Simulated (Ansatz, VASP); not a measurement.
## Ti (Titanium) in two plane-wave programs

Wanted: the spread between two codes on one cell, functional and k mesh. The cell comes out of the VASP series on this material, whose earlier steps may have relaxed, scaled or displaced it; both programs get it as it stands.

Method: plane waves, with VASP 6.6.1 beside it; band structure at PBEsol, in Ansatz 0.2.0.

This is not the structure that Ti takes at ambient pressure and room temperature (hexagonal, No. 194); it is a model or a phase of other conditions.

### 1. Starting point

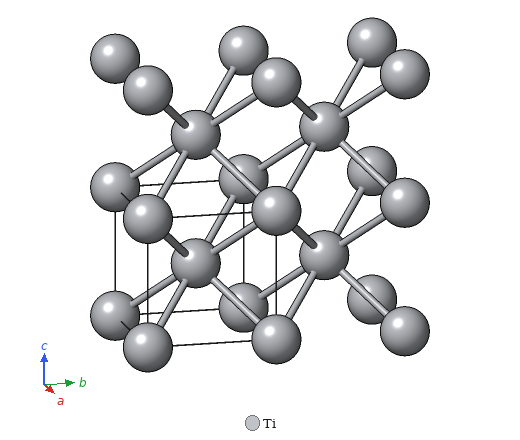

Start, viewed slightly off an axis; titanium light grey. 1×2×2 cells are drawn. This picture shows the conventional cell, with its axes. Some periodic images of atoms are drawn too.

Coordinates:

```xyz
1
Lattice="-1.6836 1.6836 1.6836 1.6836 -1.6836 1.6836 1.6836 1.6836 -1.6836" Properties=species:S:1:pos:R:3 pbc="T T T"
Ti    0.0000    0.0000    0.0000
```

### 2. VASP: band structure, PBEsol

The same path points are solved in both programs, so levels can be compared one by one.

Lines of VASP's logs that name or quote its potential files are left out, and so is its time.

INCAR

```
SYSTEM = Ti
PREC = Accurate
ENCUT = 400
EDIFF = 1E-06
NELM = 100
ISMEAR = -1
SIGMA = 0.05
LREAL = .FALSE.
ALGO = Normal
GGA = PS
NBANDS = 17
LASPH = .TRUE.
LORBIT = 11
LWAVE = .FALSE.
LCHARG = .FALSE.
KPAR = 2
```

POSCAR

```
Ti
1.0
   -1.6836423171      1.6836423171      1.6836423171
    1.6836423171     -1.6836423171      1.6836423171
    1.6836423171      1.6836423171     -1.6836423171
Ti
1
Direct
    0.0000000000      0.0000000000      0.0000000000
```

KPOINTS

```
Automatic mesh
0
Gamma
16 16 16
0 0 0
```

KPOINTS_OPT

```
Line mode
16
Line-mode
Reciprocal
  0.00000000   0.00000000   0.00000000 GAMMA
  0.50000000  -0.50000000   0.50000000 H

  0.50000000  -0.50000000   0.50000000 H
  0.00000000   0.00000000   0.50000000 N

  0.00000000   0.00000000   0.50000000 N
  0.00000000   0.00000000   0.00000000 GAMMA

  0.00000000   0.00000000   0.00000000 GAMMA
  0.25000000   0.25000000   0.25000000 P

  0.25000000   0.25000000   0.25000000 P
  0.50000000  -0.50000000   0.50000000 H

  0.25000000   0.25000000   0.25000000 P
  0.00000000   0.00000000   0.50000000 N
```

PAW data sets: Ti_sv (PBE family, release 64).

Launch:

```bash
$ mpirun -np 2 vasp_std
```

Numbers of over 12 decimals in the logs are rounded to 6 here.

The log of the run:

```text
[banner, memory and clock lines left out]
running    2 mpi-ranks, on    1 nodes
 distrk:  each k-point on    1 cores,    2 groups
 distr:  one band on    1 cores,    1 groups

 POSCAR found type information on POSCAR Ti
 POSCAR found :  1 types and       1 ions
|                                                                             |
|               ----> ADVICE to this user running VASP <----                  |
|                                                                             |
|     You enforced a specific xc type in the INCAR file but a different       |
|     [... a line on the potential file left out ...]
|     I HOPE YOU KNOW WHAT YOU ARE DOING!                                     |
|                                                                             |

 LDA part: xc-table for (Slater+PW92), standard interpolation
 POSCAR, INCAR and KPOINTS ok, starting setup
 FFT: planning ... GRIDC
 FFT: planning ... GRID_SOFT
 FFT: planning ... GRID
 WAVECAR not read
 entering main loop
       N       E                     dE             d eps       ncg     rms          rms(c)
DAV:   1     0.802889709187E+02    0.80289E+02   -0.49465E+03  5018   0.700E+02
DAV:   2    -0.594304327903E+01   -0.86232E+02   -0.82555E+02  5297   0.209E+02
DAV:   3    -0.944204172085E+01   -0.34990E+01   -0.34736E+01  5633   0.449E+01
DAV:   4    -0.949944924324E+01   -0.57408E-01   -0.57369E-01  5793   0.553E+00
DAV:   5    -0.950035768625E+01   -0.90844E-03   -0.90841E-03  5548   0.626E-01    0.810E+00
DAV:   6    -0.812586736590E+01    0.13745E+01   -0.18805E+00  5112   0.176E+01    0.172E+00
DAV:   7    -0.812246913375E+01    0.33982E-02   -0.91345E-02  5796   0.177E+00    0.124E+00
DAV:   8    -0.812685501183E+01   -0.43859E-02   -0.43080E-02  5070   0.212E+00    0.288E-01
DAV:   9    -0.812558503362E+01    0.12700E-02   -0.31111E-03  5773   0.664E-01    0.820E-02
DAV:  10    -0.812569267700E+01   -0.10764E-03   -0.22773E-04  5400   0.115E-01    0.112E-02
DAV:  11    -0.812569301139E+01   -0.33438E-06   -0.10863E-05  5984   0.263E-02    0.784E-03
DAV:  12    -0.812569291759E+01    0.93801E-07   -0.19813E-06  6334   0.128E-02
   1 F= -.81256929E+01 E0= -.81147049E+01  d E =-.219760E-01
 Start KPOINTS_OPT (optional k-point list driver)
k-point batch [1-96\96]
       N       E                     dE             ncg
DAV:   1    -0.125539342503E+05   -0.49921E+05     3320
DAV:   2    -0.210791634955E+05   -0.85252E+04     3525
DAV:   3    -0.214283582999E+05   -0.34919E+03     3809
DAV:   4    -0.214337834569E+05   -0.54252E+01     3910
DAV:   5    -0.214338819552E+05   -0.98498E-01     3683
DAV:   6    -0.214338844233E+05   -0.24681E-02     3924
DAV:   7    -0.214338845030E+05   -0.79732E-04     3669
DAV:   8    -0.214338845058E+05   -0.27621E-05     2905
DAV:   9    -0.214338845059E+05   -0.13916E-06     2018
```

Parts of OUTCAR (step 2):

```text
ion  position               nearest neighbor table
   1  0.000  0.000  0.000-

  LATTYP: Found a body centered cubic cell.
 ALAT       =     3.3672846342

 Subroutine GETGRP returns: Found 48 space group operations
 (whereof 48 operations were pure point group operations)

The static configuration has the point symmetry O_h .

 Found    145 irreducible k-points:

   k-points           NKPTS =    145   k-points in BZ     NKDIM =    145   number of bands    NBANDS=     17

   dimension x,y,z NGX =    20 NGY =   20 NGZ =   20
   dimension x,y,z NGXF=    40 NGYF=   40 NGZF=   40

   ENCUT  =  400.0 eV  29.40 Ry    5.42 a.u.   4.76  4.76  4.76*2*pi/ulx,y,z

   NELECT =      12.0000    total number of electrons

 k-points in reciprocal lattice and weights: Automatic mesh
   0.00000000  0.00000000  0.00000000       0.000
   0.06250000  0.00000000  0.00000000       0.003
   0.12500000  0.00000000  0.00000000       0.003
   0.18750000  0.00000000  0.00000000       0.003
   0.25000000  0.00000000  0.00000000       0.003
   0.31250000  0.00000000  0.00000000       0.003
   0.37500000  0.00000000  0.00000000       0.003
   0.43750000  0.00000000  0.00000000       0.003
   0.50000000  0.00000000  0.00000000       0.001
[...]
0.50000000  0.50000000  0.43750000       0.003
   0.50000000  0.50000000  0.50000000       0.000

 average (electrostatic) potential at core
       1 -73.4168

 E-fermi :   7.0218

 k-point     1 :       0.0000    0.0000    0.0000
  band No.  band energies     occupation
      1     -49.4603      2.00000
      2     -25.5127      2.00000
      3     -25.5127      2.00000
      4     -25.5127      2.00000
      5       1.3045      2.00000
      6       7.9182      0.00000
      7       7.9182      0.00000
      8       7.9182      0.00000
      9       9.4918      0.00000
     10       9.4918      0.00000
    ...

 k-point     2 :       0.0625    0.0000    0.0000
  band No.  band energies     occupation
      1     -49.4561      2.00000
      2     -25.5324      2.00000
      3     -25.5189      2.00000
      4     -25.5128      2.00000
      5       1.4298      2.00000
      6       7.8652      0.00000
      7       7.9043      0.00000
      8       8.0047      0.00000
      9       9.4315      0.00000
     10       9.4960      0.00000
    ...

 k-point     3 :       0.1250    0.0000    0.0000
  band No.  band energies     occupation
      1     -49.4462      2.00000
      2     -25.5881      2.00000
      3     -25.5366      2.00000
      4     -25.5130      2.00000
      5       1.7884      2.00000
      6       7.7175      0.00000
      7       7.8375      0.00000
      8       8.2566      0.00000
      9       9.3010      0.00000
     10       9.5083      0.00000
    ...

  Total       -1.5926120     -1.5926120     -1.5926120     -0.0000000     -0.0000000     -0.0000000
  in kB     -133.6629571   -133.6629571   -133.6629571     -0.0000000     -0.0000000     -0.0000000
  external PRESSURE =    -133.6629571 kB  Pullay stress =       0.0000000 kB

  energy-cutoff  :      400.00
  volume of cell :       19.09
      direct lattice vectors                 reciprocal lattice vectors
    -1.683642317  1.683642317  1.683642317     0.000000000  0.296975192  0.296975192
     1.683642317 -1.683642317  1.683642317     0.296975192  0.000000000  0.296975192
     1.683642317  1.683642317 -1.683642317     0.296975192  0.296975192  0.000000000

 POSITION                                       TOTAL-FORCE (eV/Angst)
 -----------------------------------------------------------------------------------
      0.00000      0.00000      0.00000         0.000000     -0.000000      0.000000
 -----------------------------------------------------------------------------------
    total drift:                               -0.000000     -0.000000      0.000000

  FREE ENERGIE OF THE ION-ELECTRON SYSTEM (eV)
  ---------------------------------------------------
  free  energy   TOTEN  =        -8.1256929176 eV

  energy  without entropy=       -8.1037168754  energy(sigma->0) =       -8.11470490

 total charge
# of ion       s       p       d       tot
------------------------------------------
    1        2.225   6.095   1.845  10.165

[... 3 further parts left out ...]
```

The run ends at a pressure of -13.37 GPa.

### 3. Ansatz: band structure, PBEsol

Ansatz runs on its default PAW (the set named soft_2) files.

The same cell, functional, mesh and smearing now go to Ansatz, which takes its cutoff from its data sets.

input.yaml

```yaml
crystal:
  lattice:
    - [-1.6836423171, 1.6836423171, 1.6836423171]
    - [1.6836423171, -1.6836423171, 1.6836423171]
    - [1.6836423171, 1.6836423171, -1.6836423171]
  atoms:
    - { symbol: Ti, position: [0.0, 0.0, 0.0] }
hamiltonian:
  xc: pbesol
  pseudopotentials: { kind: paw }
kpoints:
  mp_grid: { grid: [16, 16, 16] }
  band_path:
    path:
      - [0.0, 0.0, 0.0]
      - [0.1, -0.1, 0.1]
      - [0.2, -0.2, 0.2]
      - [0.3, -0.3, 0.3]
      - [0.43333, -0.43333, 0.43333]
      - [0.5, -0.5, 0.5]
      - [0.4, -0.4, 0.5]
      - [0.3, -0.3, 0.5]
      - [0.16667, -0.16667, 0.5]
      - [0.06667, -0.06667, 0.5]
      - [0.0, 0.0, 0.5]
      - [0.0, 0.0, 0.36667]
      - [0.0, 0.0, 0.26667]
      - [0.0, 0.0, 0.16667]
      - [0.0, 0.0, 0.06667]
      - [0.01667, 0.01667, 0.01667]
      - [0.06667, 0.06667, 0.06667]
      - [0.11667, 0.11667, 0.11667]
      - [0.16667, 0.16667, 0.16667]
      - [0.23333, 0.23333, 0.23333]
      - [0.26667, 0.2, 0.26667]
      - [0.31667, 0.05, 0.31667]
      - [0.38333, -0.15, 0.38333]
      - [0.43333, -0.3, 0.43333]
      - [0.48333, -0.45, 0.48333]
      - [0.23333, 0.23333, 0.26667]
      - [0.16667, 0.16667, 0.33333]
      - [0.11667, 0.11667, 0.38333]
      - [0.06667, 0.06667, 0.43333]
      - [0.0, 0.0, 0.5]
    npoints: 1
scf:
  occupations: { method: fermi_dirac, width: 0.05 }
  n_extra_bands: 6
output:
  forces: true
  stress: true
  eigenvalues: true
```

Launch:

```bash
$ ansatz run input.yaml --threads 2 --pin off --max-ram 4608MiB --backend cpu --events-out ev --progress --plain --runs-dir out
```

The log of the run:

```text
scf.n_extra_bands = 6 over 6 filled bands (N_el = 12.0): the run solves 12 bands
Engine: ansatz 0.2.0, aarch64-unknown-linux-gnu
Pseudopotentials: kind: paw
Pseudopotential: Ti, paw, valence charge 12, recommended cutoff 420 eV (normal), Ti.paw.azcp
Functional definition: PBEsol
  exchange = pbesol_x
  correlation = pbesol_c
Crystal: 1 atoms, lattice volume = 19.090 Å³
Basis set: ecut = 420 eV, 369 PW (Γ), exchange–correlation on 40×40×40 points (8 copies of the dense FFT grid, shifted against one another)
Bands: 12, of which v1, the nominal top of the filled ones, is band 6 counted from 1 (5 counted from 0)
Symmetry: 48 space group operations
Space group: Im-3m (ITA 229), of the structure as read, at distance tolerance 2.7e-5 Å
k-points: 145 of 4096
Non-local potential: Ti, projectors of the file, l = 0: 3, l = 1: 2, l = 2: 3, l = 3: 1
PAW form: soft (Blöchl's): semilocal exchange-correlation on the pseudo side does not see the compensation charge
PAW frozen core: Ti, regenerated for the run's functional, and the local potential with it (the file was generated under x = pbe(κ = 0.804, μ = 0.219515), c = pbe(β = 0.066725))
PAW one-centre angular grid: Ti, 590 points (default); XC on 64 Gauss nodes
Initial density: superposition of atomic densities (neutral atoms: chi_scale 0, normalization atom), corrected by the library's trained network
Initial wavefunctions: pseudopotential atomic-orbital guess
Functional: x = pbesol(κ = 0.804, μ = 0.123457), c = pbesol(β = 0.046)
SCF iter   1: F=—  HF=-2473.690101 eV  |F-HF|=—  |Δ(HF+E_count)|=         —  Δρ=4.40e-3  dr2=2.12e-3  ethr=1.77e-3  ⟨swp⟩=4.8  Hψ=8710  notcnv=0
preconditioner: auto → none  [metal: Δε(μ)=0.006 eV  Ē_g=6.601 eV  σ=0.050 eV  W_gap=0.03  n_scr=0 (ndim 8)  ℏωp=17.0 eV  f_vac=0.000  D(μ)=2.68/eV (n_scr^D=42)]
SCF iter   2: F=—  HF=-2473.689277 eV  |F-HF|=—  |Δ(HF+E_count)|=   8.24e-4  Δρ=1.68e-3  dr2=2.96e-4  ethr=1.77e-5  ⟨swp⟩=2.1  Hψ=3462  notcnv=0  defer=80
SCF iter   3: F=—  HF=-2473.689235 eV  |F-HF|=—  |Δ(HF+E_count)|=   4.16e-5  Δρ=1.92e-4  dr2=5.68e-6  ethr=2.47e-6  ⟨swp⟩=2.7  Hψ=2503  notcnv=0  defer=80
SCF iter   4: F=—  HF=-2473.689234 eV  |F-HF|=—  |Δ(HF+E_count)|=   7.65e-7  Δρ=5.02e-5  dr2=4.71e-7  ethr=4.73e-8  ⟨swp⟩=2.7  Hψ=2423  notcnv=0  defer=80
iter 5 did not close the SCF: its close was put off for the readings that it lacked (scf_convergence_deferred on its scf_iter line)
SCF iter   5: F=-2473.689234 eV  HF=-2473.689234 eV  |F-HF|=3.15e-8  |Δ(HF+E_count)|=   1.16e-7  Δρ=1.37e-5  dr2=3.91e-8  ethr=3.93e-9  ⟨swp⟩=1.8  Hψ=1743  notcnv=0  defer=80
SCF iter   6: F=-2473.689234 eV  HF=-2473.689234 eV  |F-HF|=1.93e-10  |Δ(HF+E_count)|=   1.14e-8  Δρ=1.07e-6  dr2=2.28e-10  ethr=3.26e-10  ⟨swp⟩=4.3  Hψ=6444  notcnv=0
SCF 1 converged in 6 iterations: F = -2473.689234 eV  dr2 = 2.28e-10
  greatest PAW one-centre occupation: 0.999 electrons in one spin orbital (limit 2), on the Ti atom at site 0 (counted from 0), in its partial waves of l = 0
NSCF: frozen V_eff on 30 k-points
SCF converged after 6 iterations
Free energy (F): -2473.689234 eV
Harris-Foulkes:  -2473.689234 eV  (|F-HF|=1.93e-10)
Internal energy: -2473.667255 eV  (E = F + TS)
E sigma→0 (E₀):  -2473.678245 eV
Entropy (-TS):   -0.021979 eV (-21.979 meV/atom)
Fermi energy:    11.593750 eV
--- Per-component energies (eV) ---
  E_band       = -175.240879
  E_kinetic    = 269.940346
  E_local      = -865.210051  (includes V_loc(G=0)·N_el)
  E_nonlocal   = 9.548420
  E_hartree    = 350.387540
  E_xc         = -95.687837
  E_vxc        = -120.153169  (∫ρ·V_xc dr)
  E_paw        = -1022.278649  (= ΣΔE_a)
  E_vpaw       = -170.142170  (= ΣTr[D̂ρ^β])
  E_aug_tail   = 0.000101  (compensation charges beyond the density's cutoff)
  E_ewald      = -1120.506508
  E_core_change = 0.139384  (= ΣΔE_core)
  E_smearing   = -0.021979  (= −TS)
  E_closure    = 0.000000  (closes the sum)
  Σ components = -2473.689234   (vs F -2473.689234, Δ=0.00e0)
--- Forces (eV/Å), atoms counted from 1 ---
  atom   1  Ti    -0.00000000     0.00000000    -0.00000000
  max |Σ_I F_I| component: 5.75e-32 eV/Å
--- Stress (GPa, compression-positive) ---
      -12.672234      -0.000000       0.000000
        0.000000     -12.672234      -0.000000
       -0.000000       0.000000     -12.672234
  P = ⅓ Tr σ = -12.6722 GPa (-126.722 kbar)
--- Band table (eV; the first three rows and the last of 145) ---
  k-point 0: bands = [... 2 lower, -20.9163, -20.9163, 5.8633, 12.4952, 12.4952, 12.4952, 14.0740, 14.0740, ... 2 higher]
  k-point 1: bands = [... 2 lower, -20.9225, -20.9163, 5.9861, 12.4418, 12.4808, 12.5815, 14.0127, 14.0773, ... 2 higher]
  k-point 2: bands = [... 2 lower, -20.9402, -20.9166, 6.3453, 12.2935, 12.4137, 12.8341, 13.8815, 14.0896, ... 2 higher]
  k-point 144: bands = [... 2 lower, -21.2668, -21.2668, 9.7823, 9.7823, 15.0969, 15.0969, 15.0969, 19.2118, ... 2 higher]
```

The job ended after 1.4 s (2 threads of Arm Neoverse V1, shared host; peak memory 0.29 GiB; 2.6 s of CPU time).

### 4. Comparison

Known differences besides the PAW data sets themselves: the cutoff is 420 eV in Ansatz and 400 eV in VASP; Ansatz makes its cores anew for this functional, VASP keeps those of its PBE data sets. Total energies have different zeros and are not compared.

The two programs side by side:

```tsv
quantity	Ansatz	VASP	difference
pressure (GPa)	-12.67	-13.37	+0.69
```

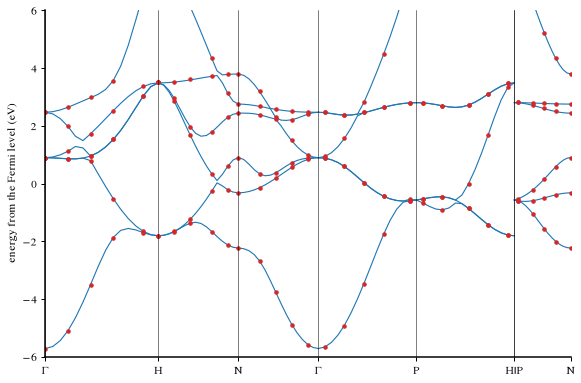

Bands from VASP (lines) and levels from Ansatz (dots). Dots without a line are higher empty bands that the VASP plot leaves out.

Levels from 3 eV below to 2 eV above the Fermi level differ by 4 meV r.m.s. and 9 meV at most; each VASP level is matched to the nearest of Ansatz, which flatters the figure a little.

### 5. Summary of results

```json
{
 "r.m.s. difference of levels near the Fermi level (band structure, PBEsol)": "4.0 meV",
 "difference in pressure (band structure, PBEsol)": "0.69 GPa"
}
```

The difference in pressure is 0.69 GPa (band structure, PBEsol), within the 1 GPa picked in this series as the mark of a large difference. How closely two codes agree says nothing of how well the functional describes the real material.

[Lines on the potential files, build, host, timing and source positions are cut from VASP's logs without a mark.]

[Logs are printed without paths, hosts, clocks, repeated set-up lines and the standing remarks that a program may print on its own settings, such as how far it seeks lower states.]

[Hosts, paths, dates, database ids (printed as entryN), source tags and the programs' standing remarks are cut or masked in the printed files.]
